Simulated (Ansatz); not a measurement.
Input file:

```
crystal:
  periodic: [false, false, false]
  atoms:
    - {symbol: C, position_ang: [-1.189366, 0.338851, -0.162218]}
    - {symbol: Si, position_ang: [0.580149, -0.130659, -0.192539]}
    - {symbol: O, position_ang: [1.083436, -0.479889, 1.307965]}
    - {symbol: F, position_ang: [0.827394, -1.374009, -1.151860]}
    - {symbol: F, position_ang: [1.471942, 1.032712, -0.807868]}
    - {symbol: H, position_ang: [-1.795548, -0.480127, 0.229618]}
    - {symbol: H, position_ang: [-1.342063, 1.213251, 0.473252]}
    - {symbol: H, position_ang: [-1.540115, 0.577495, -1.168093]}
    - {symbol: H, position_ang: [1.992671, -0.743924, 1.454744]}
basis:
  gaussian: {orbitals: def2-TZVPP}
hamiltonian: {xc: {name: wB97X-V}}
output: {orbitals: {seedname: orbitals}}
```

Run as:
```bash
ansatz run in.yaml --threads 4 --pin off --events-out ev --progress --plain --max-ram 10444MiB
```

Kohn-Sham orbital energies near the frontier, ωB97X-V/def2-TZVPP in the Ansatz code, at a PBE0-D4/def2-TZVP geometry (a minimum by its frequencies), isolated molecule; empty levels in grey, levels within 0.03 eV side by side.

Where do the frontier orbitals lie?

Answer. HOMO at −12.52 eV, LUMO at 2.59 eV, 15.11 eV apart.

How far below the HOMO does the next level lie?

Answer. 0.08 eV.

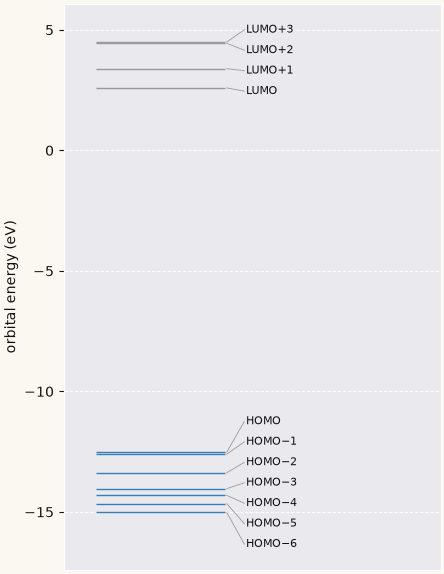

Caveats: empty levels above zero depend strongly on the basis.
